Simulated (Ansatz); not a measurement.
# How BP (F-43m) expands on warming, part 3 of 3

How much does BP expand with temperature?

Measurements to reproduce:
- volume expansion coefficient 9.6 1e-6/K near room temperature (given in “Thermal expansion coefficients of high thermal conducting BAs and BP materials (three times its linear coefficient)”, 2019, arxiv:1906.04101)

Ansatz 0.2.0; DFT LDA, scalar-relativistic, plane waves, PAW.

So far, principal linear expansion coefficients at 298 K (× 1e-6/K): step 6 (the quasi-harmonic study, cutoff 550 eV, k-mesh 12×12×12) 2.88; step 7 (phonons on strained cells, cutoff 487.2 eV, k-mesh 20×20×20) 2.88. The relaxed cell has a = 4.490 Å (conventional setting).

**8. Phonons on strained cells, cutoff 487.2 eV, q-mesh 6×6×6**

The study relaxes the crystal at several strains, solves the phonons on some of them and minimises the free energy at each temperature (static energy, vibrations, the electrons in a metal, and PV under a set pressure); the q-mesh sets how far the force constants reach.

The input, input.yaml:

```yaml
crystal:
  lattice:
    - [0.0, 2.2452187559, 2.2452187559]
    - [2.2452187559, 0.0, 2.2452187559]
    - [2.2452187559, 2.2452187559, 0.0]
  atoms:
    - { symbol: B, position: [0.0, 0.0, 0.0] }
    - { symbol: P, position: [0.25, 0.25, 0.25] }
kpoints:
  mp_grid: { grid: [12, 12, 12] }
hamiltonian:
  xc: lda
scf:
  occupations: { method: fixed }
output:
  eigenvalues: true
phonons:
  method: dfpt
  qmesh: [6, 6, 6]
  temperatures: { t_max: 800.0, t_step: 50 }
  thermal_expansion: {}
```

The run is started by

```sh
> ansatz run input.yaml --threads 4 --pin off --max-ram 8192MiB --backend cpu --events-out ev --progress --plain --runs-dir out
```

Numbers of over 12 decimals in the logs are rounded to 6 here.

The program printed:

```text
[...]
Crystal: 2 atoms, lattice volume = 22.636 Å³
Basis set: ecut = 487.2 eV, 537 PW (Γ), exchange–correlation on 48×48×48 points (8 copies of the dense FFT grid, shifted against one another)
Bands: 8, of which v1, the nominal top of the filled ones, is band 4 counted from 1 (3 counted from 0)
Symmetry: 24 space group operations
[...]
800.00    3.19265    3.19265    3.19265    23.0112 |    5.63    5.63    5.63   16.90 |   14.08 |    46.138    45.614 |   165.51   167.41
[...]
vibrations' free energy: its fit passes through its cells
  the electrons' free energy at temperature is not in it: every band gap is over 0.83 eV
  free energies summed between the sampled wave vectors
[...]
band gaps on the cells' k-points are 1.107 to 1.187 eV
[key lines of the parts left out:]
SCF converged after 8 iterations
Free energy (F): -876.640141 eV
Fermi energy:    9.488725 eV
P = ⅓ Tr σ = -0.0115 GPa (-0.115 kbar)
```

Run time: 27 min. Hardware: 4 threads of Arm Neoverse N1, shared host; peak memory 1.3 GiB; 1.6 h of CPU time.

Strained cells of the study; zero-point energy where phonons were solved; the pressures are stresses at a fixed cutoff and can carry an offset from the finite basis. Expansion cells, by row:

```tsv
cell	|a| (Å)	|b| (Å)	|c| (Å)	V (Å³/atom)	E - E_lowest (meV/atom)	pressure, compression positive (GPa)	gap (eV)	zero-point energy (meV/atom)
1	3.175	3.175	3.175	11.32	0	-0.032	1.145	-
2	3.201	3.201	3.201	11.59	3.517	-4.046	1.175	-
3	3.15	3.15	3.15	11.05	3.578	4.361	1.114	-
4	3.175	3.175	3.175	11.32	0	-0.05	1.145	102.8
5	3.191	3.191	3.191	11.49	1.408	-2.604	1.164	101.2
6	3.183	3.183	3.183	11.41	0.369	-1.359	1.155	102
7	3.199	3.199	3.199	11.58	3.197	-3.866	1.173	100.4
8	3.144	3.144	3.144	10.99	5.594	5.509	1.107	-
9	3.16	3.16	3.16	11.15	1.371	2.653	1.126	-
10	3.212	3.212	3.212	11.71	7.111	-5.652	1.187	-
```

Changing the q-mesh (4×4×4 → 6×6×6) and the k-mesh (20×20×20 → 12×12×12) takes the volume expansion at 298 K from 8.64 to 8.72 × 10⁻⁶/K and B_T from 171 to 171 GPa.

**9. The series together**

Times are for 4 threads of Arm Neoverse N1, shared host. The series side by side:

```tsv
no.	functional	cutoff (eV)	k-mesh	q-mesh	method	pressure (GPa)	volume expansion coefficient at 298 K (1e-6/K)	C_P at 298 K (J/mol-atom/K)	isothermal bulk modulus at 298 K (GPa)	time	memory (GiB)
1	lda	550	12×12×12	4×4×4	dfpt	0	8.632	14.54	171.2	11 min	1.3
2	lda	487.2	20×20×20	4×4×4	dfpt	0	8.638	14.54	171.1	36 min	4.0
3	lda	487.2	12×12×12	6×6×6	dfpt	0	8.724	14.54	171.1	27 min	1.3
```

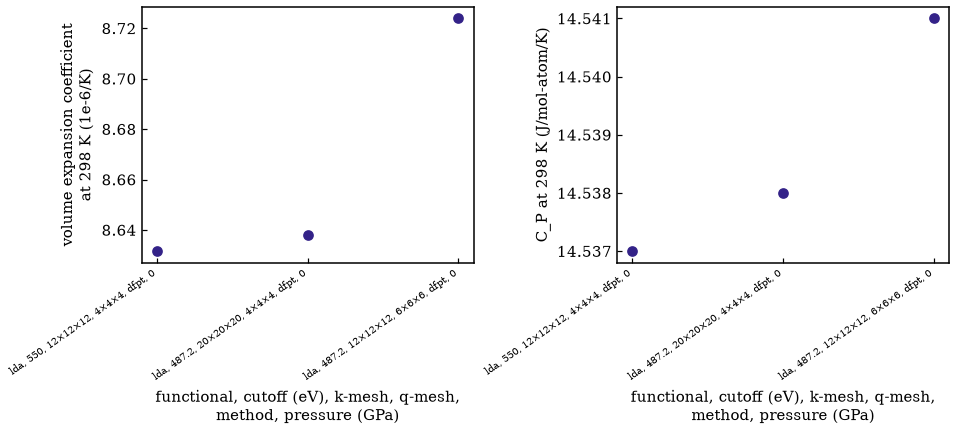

The series as plots.

The runs together, line volume. The expansion coefficient, volume by temperature; values in 1e-6/K:

```tsv
temperature (K)	lda, 550, 12×12×12, 4×4×4, dfpt, 0	lda, 487.2, 20×20×20, 4×4×4, dfpt, 0	lda, 487.2, 12×12×12, 6×6×6, dfpt, 0
0	0	0	0
50	0.11	0.11	0.11
100	0.85	0.85	0.89
150	2.39	2.39	2.45
200	4.49	4.49	4.57
250	6.7	6.71	6.79
298	8.63	8.64	8.72
300	8.7	8.71	8.79
350	10.4	10.4	10.5
400	11.8	11.8	11.9
450	12.9	12.9	13.0
500	13.8	13.8	13.9
550	14.5	14.5	14.6
600	15.1	15.1	15.2
650	15.6	15.7	15.8
700	16.1	16.1	16.2
750	16.5	16.5	16.6
800	16.8	16.8	16.9
```

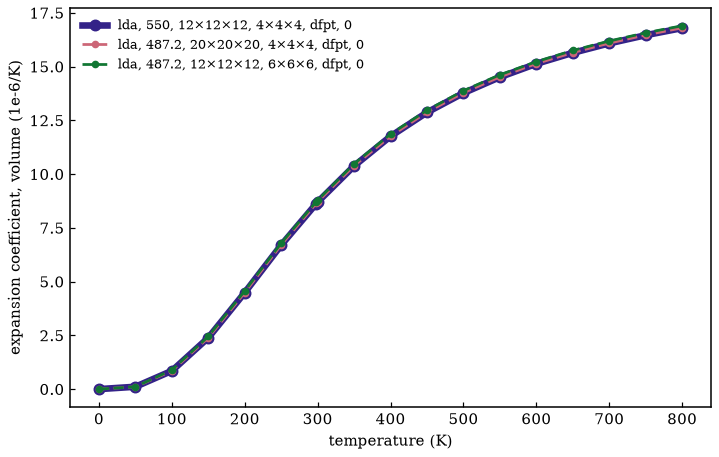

Expansion coefficient, volume, plotted against temperature.

The runs together, line C_P. Table of heat capacity, C_P by temperature; values in J/mol-atom/K:

```tsv
temperature (K)	lda, 550, 12×12×12, 4×4×4, dfpt, 0	lda, 487.2, 20×20×20, 4×4×4, dfpt, 0	lda, 487.2, 12×12×12, 6×6×6, dfpt, 0
0	0	0	0
50	0.385	0.385	0.369
100	2.95	2.94	2.92
150	6.25	6.25	6.24
200	9.43	9.43	9.43
250	12.3	12.3	12.3
298	14.5	14.5	14.5
300	14.6	14.6	14.6
350	16.5	16.5	16.5
400	18.0	18.0	18.0
450	19.2	19.2	19.2
500	20.1	20.1	20.1
550	20.9	20.9	20.9
600	21.5	21.5	21.5
650	22.0	22.0	22
700	22.4	22.4	22.4
750	22.8	22.8	22.8
800	23.1	23.1	23.1
```

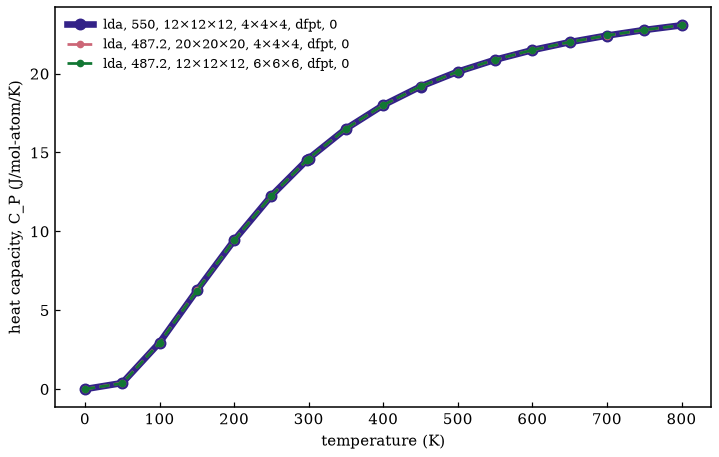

Heat capacity, C_P against temperature.

**10. Results**

```yaml
settings_of_these_figures: LDA, 487.2 eV, k 12×12×12, q 6×6×6
volume_expansion_coefficient_at_298_k: 8.724 1e-6/K
c_p_at_298_k: 14.54 J/mol-atom/K
entropy_at_298_k: 9.858 J/mol-atom/K
isothermal_bulk_modulus_at_298_k: 171.1 GPa
grueneisen_parameter_at_298_k: 0.7077
volume_at_298_k: 11.43 Å³/atom
principal_linear_expansion_coefficients_at_298_k: 2.908, 2.908, 2.908 1e-6/K
```

What this shows: Near room temperature BP expands by 8.72 × 10⁻⁶/K in volume by LDA, with C_P = 14.5 J/(mol K) per mole of atoms and B_T = 171 GPa. C_P at room temperature is 58 % of the classical 3R an atom, so the stiffest modes are still partly frozen out. A measured volume expansion coefficient near room temperature is 9.6 1e-6/K (arxiv:1906.04101); the calculated 8.72 1e-6/K differs by -9 %. Changing the q-mesh, k-mesh and cutoff moves the volume expansion at 298 K between 8.63 and 8.72 × 10⁻⁶/K, while the CPU time spans a factor of 3.4. The interpolation has no quadrupole term, so branches near the zone centre are less sure, since this crystal has sites that are not centres of inversion. The PAW files were made for PBE and are used here under another functional, for which the program regenerates the frozen cores.

[Logs are printed without paths, hosts, clocks, repeated set-up lines and the standing remarks that a program may print on its own settings, such as how far it seeks lower states.]

[Hosts, paths, dates, database ids (printed as entryN), source tags and the programs' standing remarks are cut or masked in the printed files.]

[A step with changed settings may run another functional than the one named; its input shows which.]
